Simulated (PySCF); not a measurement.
**C6H8FN, SMILES `N#C[CH]1CC[CH](F)C1`: what the electrons do**

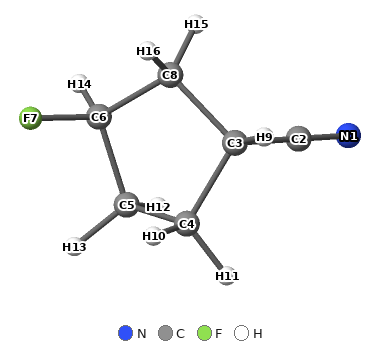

The molecule, with its atoms numbered as below. No frequency check shows the geometry to be a minimum.

Coordinates in Å:

```
N1      -2.9101    0.2181    0.6658
C2      -1.9751    0.1941    0.0086
C3      -0.7842    0.1592   -0.8070
C4      -0.1041   -1.2134   -0.6795
C5       0.6769   -1.0857    0.6254
C6       1.2408    0.3341    0.5788
F7       2.4770    0.3181   -0.0439
C8       0.2602    1.1596   -0.2674
H9      -1.0743    0.3847   -1.8370
H10      0.5822   -1.3576   -1.5150
H11     -0.8208   -2.0331   -0.6631
H12      0.0060   -1.1804    1.4797
H13      1.4754   -1.8198    0.7161
H14      1.4224    0.7584    1.5710
H15     -0.2081    1.9494    0.3189
H16      0.8081    1.6204   -1.0893
```

Part 1: Bonding charge

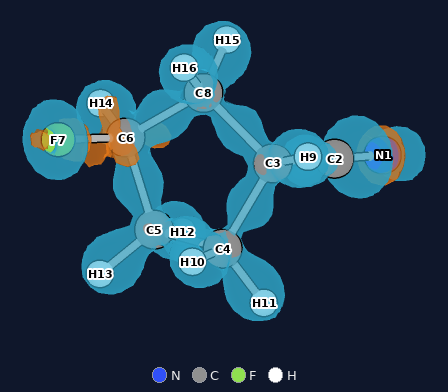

Deformation density (molecule less spherical, spin-averaged free atoms at the same positions), surfaces at ±0.15 e/Å³; light blue: gain, orange: loss.

Level of theory: PBE/6-31G* (PySCF), at a geometry from GFN2-xTB.

How much density has each bond gained at its critical point, relative to the free atoms?

Answer. The five largest and four smallest: N1–C2: +0.83 e/Å³ at the bond critical point (bond length 1.14 Å, Mayer order 3.0). C6–H14: +0.69 e/Å³ at the bond critical point (bond length 1.09 Å, Mayer order 0.9). C4–H11: +0.62 e/Å³ at the bond critical point (bond length 1.09 Å, Mayer order 0.9). C8–H15: +0.62 e/Å³ at the bond critical point (bond length 1.09 Å, Mayer order 0.9). C3–H9: +0.62 e/Å³ at the bond critical point (bond length 1.09 Å, Mayer order 0.9). C4–C5: +0.41 e/Å³ at the bond critical point (bond length 1.53 Å, Mayer order 1.0). C3–C4: +0.39 e/Å³ at the bond critical point (bond length 1.54 Å, Mayer order 1.0). C3–C8: +0.39 e/Å³ at the bond critical point (bond length 1.54 Å, Mayer order 1.0). C6–F7: −0.08 e/Å³ at the bond critical point (bond length 1.38 Å, Mayer order 0.9); up to 0.6 Å beside the axis the gain reaches +0.15 e/Å³. In all, 3.2 electrons gather in the regions of gain relative to the promolecule. A small or negative value marks a very polar bond, one between electron-rich atoms, whose free-atom densities already overlap strongly, a long bond to a heavier atom, or a closed-shell contact such as a hydrogen bond.

Part 2: Bond critical points

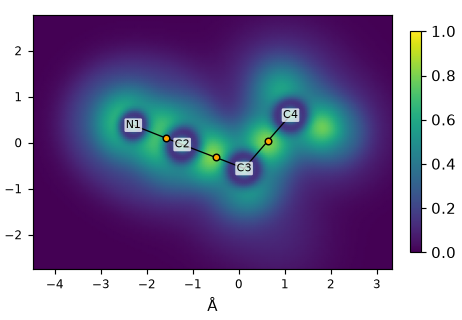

Localised orbital locator (LOL) in the plane of N1, C2, C3 and C4, with bond paths and bond critical points (dots).

What values does LOL take at the bond critical points in this plane?

Answer. C3–C4: about 0.81; C2–C3: about 0.80; N1–C2: about 0.45. Values above 0.5 mark slow, localised electrons, as in shared pairs; low values at a critical point mark a polar or closed-shell contact whose critical point lies between the shells.

Where along N1–C2 does the critical point lie?

Answer. 0.75 Å from N1 and 0.39 Å from C2.

Part 3: Electrostatic potential

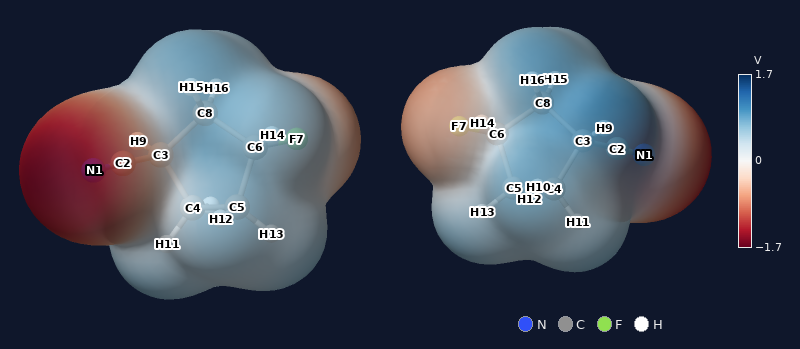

Electrostatic potential on the surface of electron density 0.001 a.u. (back view left, front view right).

Where are the extremes of the potential on the surface?

Answer. Highest: 1.03 V, 1.3 Å from H9. Further maxima include 0.72 V, 1.3 Å from H15; 0.67 V, 1.3 Å from H11. Lowest: −1.67 V, 1.8 Å from N1. Further minima include −0.66 V, 1.6 Å from F7; 0.33 V, 1.6 Å from H12. The surface is sampled at points, so like sites can differ by a few per cent and only the strongest of them is named.

Part 4: Excited states

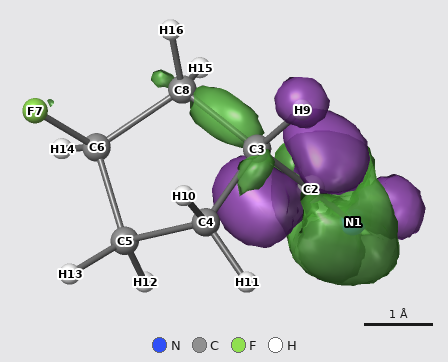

Unrelaxed difference density of S₁ less the ground state (TDA singlet states), ±0.03 e/Å³; purple: gain, green: loss.

PySCF calculation, PBE0/cc-pVDZ, gas phase; geometry: GFN2-xTB. Without diffuse functions Rydberg states are missing, so the states' numbers hold for this basis only.

How does the charge move on excitation?

Answer. 0.53 e is displaced in all, of which about 0.2 e passes between atoms: N1 (0.13 e) loses electrons and H9 (0.06 e) gains them. The state: 7.89 eV (157 nm), f = 0.001 (very weak); the leading pair carries 80 %; hole on N1 (49 %), C2 (32 %) and C3 (6 %), electron on N1 (36 %), C2 (32 %) and C3 (9 %) (shares are of the whole state, not of the leading pair alone); their centroids lie 0.4 Å apart.

Part 5: Localised orbitals

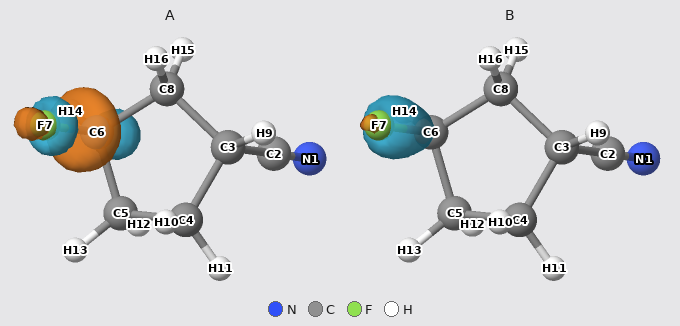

Intrinsic bond orbitals (IBO), occupied and valence-virtual; each surface holds about 70 % of the orbital's density. Energies are diagonal elements of the Fock matrix.

Method: B3LYP/def2-SVPD; geometry: GFN2-xTB; program: PySCF.

Name the orbitals, with their atomic make-up and energies.

Answer. By panel:
- A: σ* orbital C6–F7, mostly on C6 (C6 69 %, F7 29 %; 6.0 eV)
- B: σ bond F7–C6 (F7 71 %, C6 29 %; −23.1 eV)

How do all the valence pairs divide up?

Answer. 22 pairs: 16 σ bonds, 4 lone pairs and 2 two-centre π bonds.

The PySCF runs shown took 58 s, 6.9 min and 69 s on 1 thread of Intel(R) Xeon(R) Processor @ 2.50GHz (Skylake/Cascade Lake) (shared host).
